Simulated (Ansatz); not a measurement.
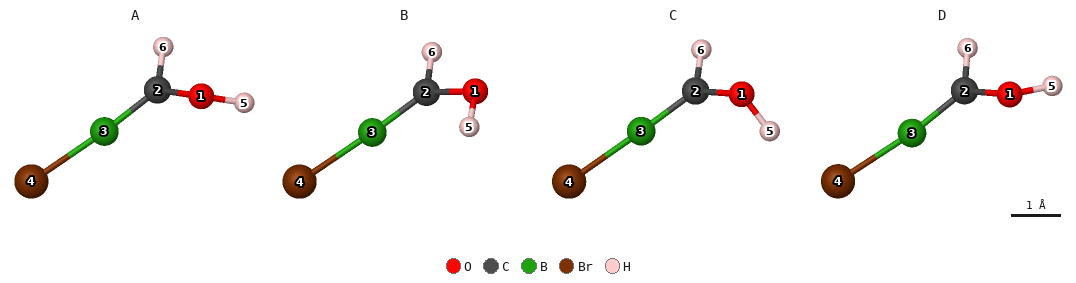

4 geometries from a converged minimum-energy path of CH$_{2}$BBrO, shuffled. The picture is a ball-and-stick view, seen from a free direction.

Method: RKS B3LYP/def2-SVP (Ansatz 0.2.0). Settings: 5 movable images; climbing image; force threshold 0.03 eV/Å; iteration limit 60; starting path by image-dependent pair potential.

One of them is the converged climbing image. Which?

Answer. C. In order along the path, whose images run from 0 to 6: B (image 0, 0.000 eV), C (image 3, +0.066 eV), A (image 5, +0.036 eV), D (image 6, +0.030 eV). The motion is a rotation about the O1–C2 bond by about 135°, with a turn of about 40° about C2–B3. No bond forms or breaks between the ends. Among the angles between lasting bonds that change up to the highest image: O1–C2–B3 134.5° → 128.3°, O1–C2–H6 111.3° → 115.1°.

The run took 3.9 min on 1 thread of Arm Neoverse N1, with other jobs on the host, peak memory 0.26 GiB.
